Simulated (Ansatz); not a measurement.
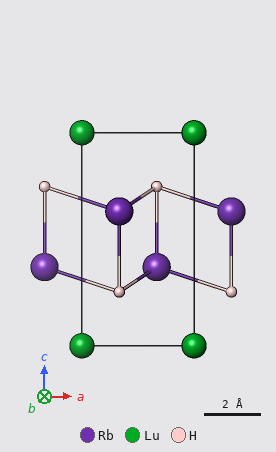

Crystalline Rb2LuH2 (a generated structure, set up in P-3m1) (coarse preliminary run), before the relaxation. A ball-and-stick model of the cell of the calculation, seen along the b axis.

These are results of DFT PBE, scalar-relativistic, plane waves, PAW in Ansatz, not measurements.

Input
```yaml
crystal:
  lattice:
    - [4.693272, 0.0, 0.0]
    - [-2.346636, 4.06449278, 0.0]
    - [0.0, 0.0, 7.72115681]
  atoms:
    - { symbol: Rb, position: [0.33333333, 0.66666667, 0.63080001] }
    - { symbol: Rb, position: [0.66666667, 0.33333333, 0.36919999] }
    - { symbol: Lu, position: [0.0, 0.0, 0.0] }
    - { symbol: H, position: [0.66666667, 0.33333333, 0.7471] }
    - { symbol: H, position: [0.33333333, 0.66666667, 0.2529] }
basis:
  ecutwfc: 420
kpoints:
  mp_grid: { grid: [6, 6, 2] }
hamiltonian:
  xc: pbe
scf:
  occupations: { method: gaussian, width: 0.1 }
  lower_state_search: "off"
output:
  forces: true
  stress: true
  eigenvalues: true
relax:
  adjacent_minimum: "off"
  f_tol: 0.04
  max_steps: 70
  cell: { stress_tol: 0.4 }
```

Launched with:
```bash
ansatz run input.yaml --threads 1 --pin off --max-ram 2048MiB --backend cpu --events-out ev --progress --plain --runs-dir out
```

Predict the outcome.

The energy falls by 2.753 eV per cell of the calculation in 15 accepted moves (18 points after the start). The largest force component goes from 0.56 to 0.0029 eV/Å. The pressure goes from −0.19 to 0.09 GPa. The line search rejected the trial step at point 12 of the run. The SCF was repeated twice at an unchanged geometry on a basis and grid sized afresh for the cell, which shifted the energy by 87.1 meV per cell of the calculation at most. The largest moves relative to the cell, 2.19 Å, are those of H4 and H5. H5 goes along −c. Largest moves by element: H 2.19 Å, Rb 0.77 Å. Lu stays in place. The drawn cell changes as follows: a = b 4.693 → 3.840 Å (−18.2 %), c 7.721 → 11.418 Å (+47.9 %); the volume changes by −1.0 %. Near-neighbour distances that change, for instance: Rb1–H5 2.918 → 7.283 Å, Rb1–Rb2 3.380 → 5.046 Å, Lu3–H4 3.340 → 2.323 Å, Rb1–H4 2.855 → 3.532 Å. New bonds form: Lu3–H4 (3.34 → 2.32 Å), Lu3–H5 (3.34 → 2.32 Å). Bonds break: Rb1–H5 (2.92 → 7.28 Å), Rb2–H4 (2.92 → 7.28 Å). The space group stays P-3m1 (No. 164).

Final geometry:

```
CELL_PARAMETERS angstrom
3.83986 0.00000 0.00000
-1.91993 3.32542 0.00000
0.00000 0.00000 11.41811
ATOMIC_POSITIONS crystal
Rb 0.33333 0.66667 0.69848
Rb 0.66667 0.33333 0.30152
Lu 0.00000 0.00000 0.00000
H 0.66667 0.33333 0.93933
H 0.33333 0.66667 0.06067
```

The end point in the same view:

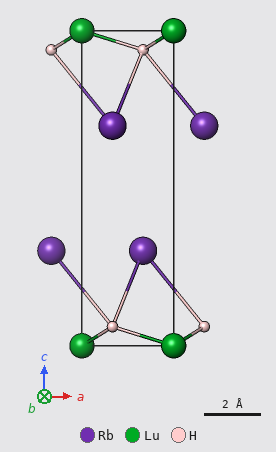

Limits of the set-up: the k-point mesh is coarse for a cell with partly filled bands.
